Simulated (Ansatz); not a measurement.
# HfSi (model cell, started as CsCl type): following an unstable mode, part 2 of 3

Wanted: the energy along a soft mode of HfSi (model cell, started as CsCl type) and the structure at the end.

Ansatz 0.2.0; DFT LDA, scalar-relativistic, plane waves, PAW.

So far, highest frequency on the path or at a solved wavevector (cm⁻¹): step 2 (the dispersion) 250. Also lowest frequency on the path (cm⁻¹): step 2 -97.1.

The structure was built from a prototype and need not be the compound's stable phase.

## (6) Relaxing from the distorted cell

Starting from the lowest point found, all atoms and the cell are let go, so that strain and other modes of the same symmetry can join in.

input.yaml reads:

```yaml
crystal:
  lattice:
    - [-3.2232760924, 0.0, 0.0]
    - [0.0, -3.2232760924, -3.2232760924]
    - [0.0, -3.2232760924, 3.2232760924]
  atoms:
    - { symbol: Hf, position: [1.0, 0.4942786487, 0.4714452239] }
    - { symbol: Hf, position: [1.0, 1.0057213513, 1.0285547761] }
    - { symbol: Si, position: [0.5, -0.0094816283, 0.5473219981] }
    - { symbol: Si, position: [0.5, 0.5094816283, -0.0473219981] }
kpoints:
  mp_grid: { grid: [14, 10, 10] }
hamiltonian:
  xc: lda
scf:
  occupations: { method: methfessel_paxton, width: 0.2 }
output:
  forces: true
  stress: true
  eigenvalues: true
relax:
  adjacent_minimum: "off"
  f_tol: 0.002
  max_steps: 120
  cell: { stress_tol: 0.03 }
```

Command:

```
> ansatz run input.yaml --threads 4 --pin off --max-ram 7168MiB --backend cpu --events-out ev --progress --plain --runs-dir out
```

Numbers of over 12 decimals in the logs are rounded to 6 here.

The log of the run:

```text
[...]
Crystal: 4 atoms, lattice volume = 66.977 Å³
Basis set: ecut = 420 eV, 1347 PW (Γ)
Bands: 36, of which v1, the nominal top of the filled ones, is band 30 counted from 1 (29 counted from 0)
Symmetry: 4 space group operations
[...]
k-points: 416 of 1400
[...]
SCF iter   1: F=—  HF=-32172.395087 eV  |F-HF|=—  |Δ(HF+E_count)|=         —  Δρ=7.80e-3  dr2=4.81e-2  ethr=1.77e-3  ⟨swp⟩=5.5  Hψ=53848  notcnv=0
[...]
SCF iter   7: F=-32172.382023 eV  HF=-32172.382023 eV  |F-HF|=7.04e-8  |Δ(HF+E_count)|=   1.08e-7  S|Δr|=    0.00e0  Δρ=7.72e-6  dr2=4.81e-8  ethr=1.67e-10  ⟨swp⟩=7.1  Hψ=71154  notcnv=0
SCF 1 converged in 7 iterations: F = -32172.382023 eV  dr2 = 4.81e-8
[...]
relax step   1: F+E_penalty+E_count = -32172.38202301 eV  Δ(F+E_penalty+E_count) = +0.000e0 eV  max|allowed force component| = 2.565e-1 eV/Å  Δτ_max = 0.0000 Å  P = -0.660 GPa  Ω = 66.977 Å³  (7 SCF iters, dr2 threshold 1.00e-7 eV, accepted)
Crystal: 4 atoms, lattice volume = 65.684 Å³
Basis set: ecut = 420 eV, 1297 PW (Γ)
[...]
SCF iter   7: F=-32172.473826 eV  HF=-32172.473826 eV  |F-HF|=7.18e-8  |Δ(HF+E_count)|=   9.92e-7  S|Δr|=    0.00e0  Δρ=1.57e-5  dr2=1.75e-7  ethr=6.67e-10  ⟨swp⟩=8.0  Hψ=82584  notcnv=0
SCF 2 converged in 7 iterations: F = -32172.473826 eV  dr2 = 1.75e-7
relax step   2: F+E_penalty+E_count = -32172.47382620 eV  Δ(F+E_penalty+E_count) = -9.180e-2 eV  max|allowed force component| = 5.597e-1 eV/Å  Δτ_max = 0.1016 Å  P = +2.222 GPa  Ω = 65.684 Å³  energy of the carried Pulay correction = +3.316e-4 eV  (7 SCF iters, dr2 threshold 4.00e-7 eV, accepted)
Crystal: 4 atoms, lattice volume = 65.451 Å³
Basis set: ecut = 420 eV, 1281 PW (Γ)
[...]
SCF iter   7: F=-32172.564413 eV  HF=-32172.564413 eV  |F-HF|=1.35e-7  |Δ(HF+E_count)|=   1.30e-6  S|Δr|=    0.00e0  Δρ=2.45e-5  dr2=3.30e-7  ethr=6.67e-10  ⟨swp⟩=6.2  Hψ=95252  notcnv=0
SCF 3 converged in 7 iterations: F = -32172.564413 eV  dr2 = 3.30e-7
relax step   3: F+E_penalty+E_count = -32172.56441277 eV  Δ(F+E_penalty+E_count) = -9.059e-2 eV  max|allowed force component| = 1.145e0 eV/Å  Δτ_max = 0.0577 Å  P = +3.580 GPa  Ω = 65.451 Å³  energy of the carried Pulay correction = +3.923e-4 eV  (7 SCF iters, dr2 threshold 4.00e-7 eV, accepted)
[... from here on, the SCF cycles and remarks between the steps are left out ...]
relax step   4: F+E_penalty+E_count = -32172.77311798 eV  Δ(F+E_penalty+E_count) = -2.087e-1 eV  max|allowed force component| = 6.090e-1 eV/Å  Δτ_max = 0.0969 Å  P = +1.472 GPa  Ω = 66.137 Å³  energy of the carried Pulay correction = +2.146e-4 eV  (7 SCF iters, dr2 threshold 4.00e-7 eV, accepted)
relax step   5: F+E_penalty+E_count = -32172.88404576 eV  Δ(F+E_penalty+E_count) = -1.109e-1 eV  max|allowed force component| = 9.107e-1 eV/Å  Δτ_max = 0.1545 Å  P = -2.321 GPa  Ω = 67.094 Å³  energy of the carried Pulay correction = -2.972e-5 eV  (8 SCF iters, dr2 threshold 4.00e-7 eV, accepted)
relax step   6: F+E_penalty+E_count = -32173.08490312 eV  Δ(F+E_penalty+E_count) = -2.009e-1 eV  max|allowed force component| = 4.501e-1 eV/Å  Δτ_max = 0.0307 Å  P = -0.174 GPa  Ω = 65.323 Å³  energy of the carried Pulay correction = +4.255e-4 eV  (7 SCF iters, dr2 threshold 4.00e-7 eV, accepted)
relax step   7: F+E_penalty+E_count = -32173.13896954 eV  Δ(F+E_penalty+E_count) = -5.407e-2 eV  max|allowed force component| = 2.699e-1 eV/Å  Δτ_max = 0.0674 Å  P = +1.993 GPa  Ω = 63.821 Å³  energy of the carried Pulay correction = +8.212e-4 eV  (8 SCF iters, dr2 threshold 4.00e-7 eV, accepted)
relax step   8: F+E_penalty+E_count = -32173.19704594 eV  Δ(F+E_penalty+E_count) = -5.808e-2 eV  max|allowed force component| = 4.698e-2 eV/Å  Δτ_max = 0.0360 Å  P = +0.265 GPa  Ω = 64.628 Å³  energy of the carried Pulay correction = +6.074e-4 eV  (7 SCF iters, dr2 threshold 4.00e-7 eV, accepted)
relax step   9: F+E_penalty+E_count = -32173.19906500 eV  Δ(F+E_penalty+E_count) = -2.019e-3 eV  max|allowed force component| = 8.303e-2 eV/Å  Δτ_max = 0.0115 Å  P = -0.073 GPa  Ω = 64.689 Å³  energy of the carried Pulay correction = +5.914e-4 eV  (5 SCF iters, dr2 threshold 4.00e-7 eV, accepted)
relax step  10: F+E_penalty+E_count = -32173.20004092 eV  Δ(F+E_penalty+E_count) = -9.759e-4 eV  max|allowed force component| = 1.681e-2 eV/Å  Δτ_max = 0.0114 Å  P = -0.081 GPa  Ω = 64.721 Å³  energy of the carried Pulay correction = +5.830e-4 eV  (4 SCF iters, dr2 threshold 4.00e-7 eV, accepted)
relax step  11: F+E_penalty+E_count = -32173.20012805 eV  Δ(F+E_penalty+E_count) = -8.713e-5 eV  max|allowed force component| = 1.085e-3 eV/Å  Δτ_max = 0.0025 Å  P = +0.008 GPa  Ω = 64.683 Å³  energy of the carried Pulay correction = +5.930e-4 eV  (4 SCF iters, dr2 threshold 5.79e-8 eV, accepted)
relax step  12: F+E_penalty+E_count = -32173.20788835 eV  Δ(F+E_penalty+E_count) = -7.760e-3 eV  max|allowed force component| = 1.289e-3 eV/Å  Δτ_max = 0.0000 Å  P = +0.167 GPa  Ω = 64.683 Å³  stress off target by 4.90e-1 GPa  SCF on the basis re-selected at this cell (its energy is not comparable with the rows above)  (7 SCF iters)
relax step  13: F+E_penalty+E_count = -32173.20809400 eV  Δ(F+E_penalty+E_count) = -2.056e-4 eV  max|allowed force component| = 2.932e-4 eV/Å  Δτ_max = 0.0014 Å  P = +0.007 GPa  Ω = 64.749 Å³  energy of the carried Pulay correction = -1.875e-5 eV  (4 SCF iters, dr2 threshold 4.00e-7 eV, accepted)
relax step  14: F+E_penalty+E_count = -32173.20809410 eV  Δ(F+E_penalty+E_count) = -1.051e-7 eV  max|allowed force component| = 2.091e-4 eV/Å  Δτ_max = 0.0001 Å  P = +0.000 GPa  Ω = 64.752 Å³  energy of the carried Pulay correction = -1.968e-5 eV  (5 SCF iters, dr2 threshold 2.34e-9 eV, accepted)
[...]
SCF iter   4: F=-32173.208117 eV  HF=-32173.208117 eV  |F-HF|=7.28e-12  |Δ(HF+E_count)|=  1.46e-11  S|Δr|=    0.00e0  Δρ=8.99e-8  dr2=4.85e-12  ethr=1.00e-12  ⟨swp⟩=6.5  Hψ=72972  notcnv=0
SCF 15 converged in 4 iterations: F = -32173.208117 eV  dr2 = 4.85e-12
relax step  15: F+E_penalty+E_count = -32173.20811652 eV  Δ(F+E_penalty+E_count) = -2.241e-5 eV  max|allowed force component| = 2.077e-4 eV/Å  Δτ_max = 0.0000 Å  P = +0.000 GPa  Ω = 64.752 Å³  stress off target by 6.66e-4 GPa  SCF on the basis re-selected at this cell (its energy is not comparable with the rows above)  (4 SCF iters)
[...]
SCF converged after 4 iterations
[...]
Free energy (F): -32173.208117 eV
[...]
Internal energy: -32173.209779 eV  (E = F + TS)
E sigma→0 (E₀):  -32173.208532 eV
Entropy (-TS):   0.001662 eV (0.416 meV/atom)
Fermi energy:    18.533519 eV
[...]
--- Forces (eV/Å), atoms counted from 1 ---
  atom   1  Hf     0.00000000     0.00020768     0.00002562
  atom   2  Hf     0.00000000    -0.00020768    -0.00002562
  atom   3  Si     0.00000000    -0.00000492     0.00000610
  atom   4  Si     0.00000000     0.00000492    -0.00000610
  max |Σ_I F_I| component: 2.71e-20 eV/Å
--- Stress (GPa, compression-positive) ---
        0.000018       0.000000       0.000000
        0.000000       0.000665       0.000009
        0.000000       0.000009       0.000604
  P = ⅓ Tr σ = 0.0004 GPa (0.004 kbar)
--- Band table (eV; the first three rows and the last of 416) ---
  k-point 0: bands = [... 26 lower, 15.8135, 16.1299, 16.5685, 16.7979, 21.4020, 21.7144, 21.7434, 22.0964, ... 2 higher]
  k-point 1: bands = [... 26 lower, 15.8786, 16.1523, 16.5549, 17.0118, 21.2548, 21.3949, 21.6809, 22.1894, ... 2 higher]
  k-point 2: bands = [... 26 lower, 15.6059, 16.5195, 16.5663, 17.2852, 20.7060, 21.2585, 21.6656, 21.9557, ... 2 higher]
  k-point 415: bands = [... 26 lower, 15.5949, 15.6231, 16.1959, 17.0387, 18.8341, 19.0480, 19.5000, 20.5301, ... 2 higher]
--- Relaxed structure (13 steps of the walk, 13 accepted, 2 SCFs on fresh bases) ---
  F+E_penalty+E_count = -32173.20811652 eV   max|allowed force component| = 2.077e-4 eV/Å   (the final SCF, on the basis selected at the relaxed cell)
  cell:  # Å, volume = 64.7522 Å³
    - [-2.860658, 0.0, 0.0]
    - [0.0, -3.752456, -3.016082]
    - [0.0, -3.752456, 3.016082]
  atoms:
    - { symbol: Hf, position: [1.0, 0.463260, 0.463259] }
    - { symbol: Hf, position: [1.0, 1.036740, 1.036741] }
    - { symbol: Si, position: [0.5, -0.045797, 0.545797] }
    - { symbol: Si, position: [0.5, 0.545797, -0.045797] }
```

The job ended after 3.9 min (4 threads of Arm Neoverse V2, shared host; peak memory 0.96 GiB; 15 min of CPU time).

Step by step:

```csv
step,energy less that of the first step (eV),largest force component (eV/Å),pressure (GPa),volume (Å³)
1,0.0000,0.2565,-0.66,66.98
2,-0.0918,0.5597,2.22,65.68
3,-0.1824,1.1445,3.58,65.45
4,-0.3911,0.6090,1.47,66.14
5,-0.5020,0.9107,-2.32,67.09
6,-0.7029,0.4501,-0.17,65.32
7,-0.7569,0.2699,1.99,63.82
8,-0.8150,0.0470,0.26,64.63
9,-0.8170,0.0830,-0.07,64.69
10,-0.8180,0.0168,-0.08,64.72
11,-0.8181,0.0011,0.01,64.68
12*,-0.8259,0.0013,0.17,64.68
13,-0.8261,0.0003,0.01,64.75
14,-0.8261,0.0002,0.00,64.75
15*,-0.8261,0.0002,0.00,64.75
```

Relaxation steps marked * repeat the geometry before them on a plane-wave basis chosen anew for their cell, so energy and pressure can jump there.

Forces are held to the 4 operations that the run works with; a distortion that breaks them can't arise in this run.

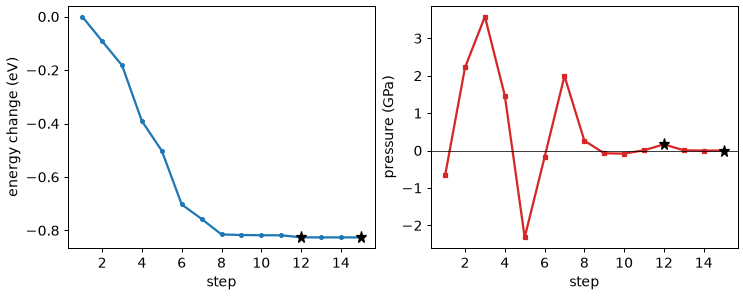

Energy and pressure along the relaxation. Stars mark steps on a basis chosen anew.

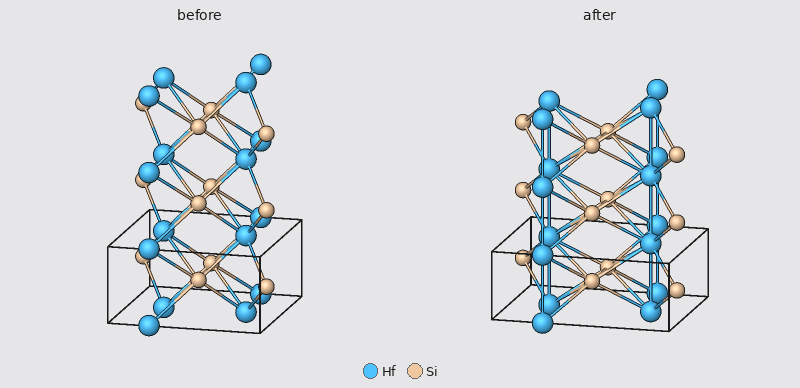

Before and after, at one scale.

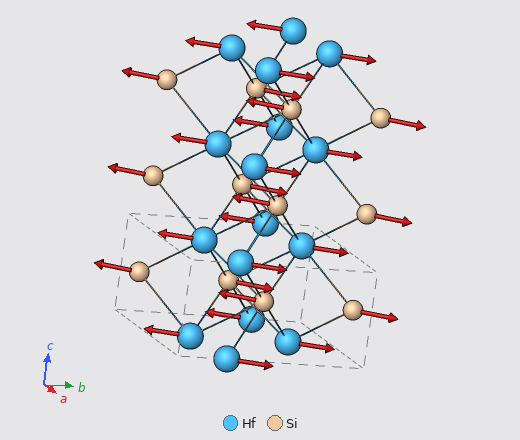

Displacements in the relaxation, exaggerated, measured against the changing cell; the longest in the cell stands for 0.18 Å. 1×1×3 conventional cells are drawn. Some periodic images of atoms are drawn too.

```csv
cell as run,before,after,change
a (Å),3.223,2.861,-11.2 %
b (Å),4.558,4.814,+5.6 %
c (Å),4.558,4.814,+5.6 %
α (°),90.00,77.58,-13.8 %
volume (Å³/atom),16.74,16.19,-3.3 %
```

The atoms that moved most (Å, as changes of fractional coordinates times the final cell):

```csv
atom,dx,dy,dz,length
Si4,0.000,-0.142,-0.105,0.177
Si3,0.000,0.142,0.105,0.177
Hf1,0.000,0.147,0.069,0.162
Hf2,0.000,-0.147,-0.069,0.162
```

The relaxed structure:

```xyz
4
Lattice="-2.8607 0.0000 0.0000 0.0000 -3.7525 -3.0161 0.0000 -3.7525 3.0161" Properties=species:S:1:pos:R:3 pbc="T T T"
Hf   -2.8607   -3.4767    0.0000
Hf   -2.8607   -7.7806    0.0000
Si   -1.4303   -1.8762    1.7843
Si   -1.4303   -1.8762   -1.7843
```

Numbers from this step:

* pressure: 4.29e-4 GPa
* volume per atom: 16.19 Å³

The distorted start has space group P2/m; the relaxation ends in Cmmm.

## (7) The new phase in its own primitive cell

The relaxed structure is symmetrised, reduced to its primitive cell and relaxed tightly, as its phonons need.

input.yaml, the sections that differ from step 6:

```yaml
crystal:
  lattice:
    - [3.0160816523, -3.7524563736, 0.0]
    - [3.0160816523, 3.7524563736, 0.0]
    - [0.0, 0.0, 2.860657669]
  atoms:
    - { symbol: Hf, position: [0.7132593248, 0.2867406752, 0.0] }
    - { symbol: Hf, position: [0.2867406752, 0.7132593248, 0.0] }
    - { symbol: Si, position: [0.795797109, 0.795797109, 0.5] }
    - { symbol: Si, position: [0.204202891, 0.204202891, 0.5] }
kpoints:
  mp_grid: { grid: [10, 10, 14] }
relax:
  adjacent_minimum: "off"
  f_tol: 0.001
  max_steps: 60
  cell: { stress_tol: 0.01 }
# hamiltonian, scf, output: as in step 6
```

The log of the run:

```text
[...]
Crystal: 4 atoms, lattice volume = 64.752 Å³
Basis set: ecut = 420 eV, 1275 PW (Γ)
Bands: 36, of which v1, the nominal top of the filled ones, is band 30 counted from 1 (29 counted from 0)
Symmetry: 8 space group operations
[...]
k-points: 248 of 1400
[...]
--- Relaxed structure (1 steps of the walk, 1 accepted, 1 SCFs on fresh bases) ---
[...]
cell:  # Å, volume = 64.7522 Å³
    - [3.0160816523, -3.7524563736, 0.0]
    - [3.0160816523, 3.7524563736, 0.0]
    - [0.0, 0.0, 2.860657669]
  atoms:
    - { symbol: Hf, position: [0.713259, 0.286741, 0.0] }
    - { symbol: Hf, position: [0.286741, 0.713259, 0.0] }
    - { symbol: Si, position: [0.795797, 0.795797, 0.500000] }
    - { symbol: Si, position: [0.204203, 0.204203, 0.500000] }
[key lines of the parts left out:]
SCF converged after 6 iterations
Free energy (F): -32173.208117 eV
Fermi energy:    18.533519 eV
P = ⅓ Tr σ = 0.0004 GPa (0.004 kbar)
```

Elapsed: 18 s, on 4 threads; peak memory 0.7 GiB.

Little changed from the start: no atom moved by 0.005 Å and no cell edge by 0.1 %.

This step gave:

| Quantity | Value |
| --- | --- |
| pressure | 4.22e-4 GPa |

The largest force component left is 0.20 meV/Å and the pressure is 0.000 GPa, within the tolerances set. The cell now holds 16.19 Å³/atom.

(Continued in part 3 of 3.)

[Logs are printed without paths, hosts, clocks, repeated set-up lines and the standing remarks that a program may print on its own settings, such as how far it seeks lower states.]

[Hosts, paths, dates, database ids (printed as entryN), source tags and the programs' standing remarks are cut or masked in the printed files.]
